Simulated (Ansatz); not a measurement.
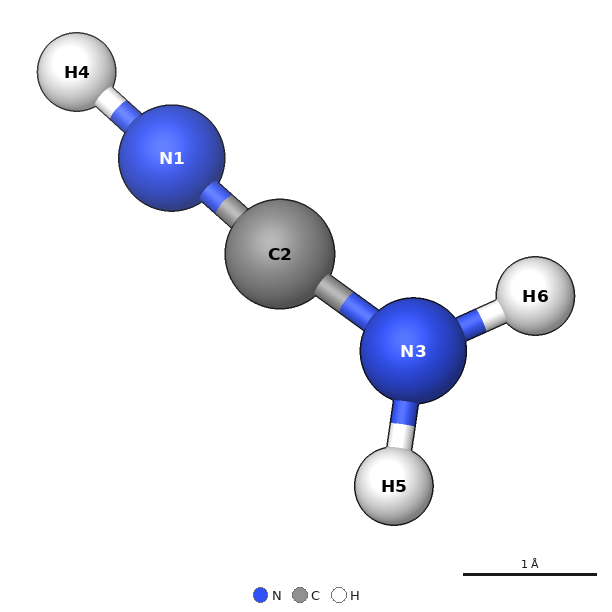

The picture comes from a calculation with Ansatz.

The atoms are numbered. Charge +1, singlet. Geometry: a frame of the PBE0-D4/def2-SVP trajectory.

List the bonds and their lengths.

```
 bond  length (Å)   order
N1–C2       1.143  double
N1–H4       0.997  single
C2–N3       1.278  double
N3–H5       1.031  single
N3–H6       1.017  single
```
